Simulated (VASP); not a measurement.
```xyz
2
Lattice="0.0000 2.8355 2.8355 2.8355 0.0000 2.8355 2.8355 2.8355 0.0000" Properties=species:S:1:pos:R:3 pbc="T T T"
Be     0.0000     0.0000     0.0000
Te     1.4178     1.4178     1.4178
```

All values below come from optB88-vdW, VASP's PBE PAW potentials (set 64) (plane waves; VASP 6.6.1). Settings: 520 eV cut-off, 9×9×9 Γ-centred mesh, tetrahedra with Blöchl corrections, potentials Be Te.

Unless said otherwise, spin-orbit coupling is left out, though it shifts the bands of the heavy elements here.

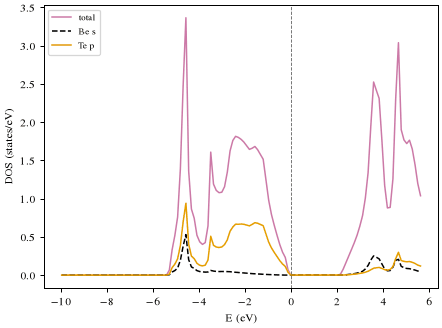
Fig. 1. Total and projected density of states, zero at the valence-band maximum

Within 2 eV below the valence-band maximum the largest weight inside VASP's projection spheres is Te p, then Be p.

It has a band gap.

The compound is BeTe in the zinc blende structure. It was relaxed first.
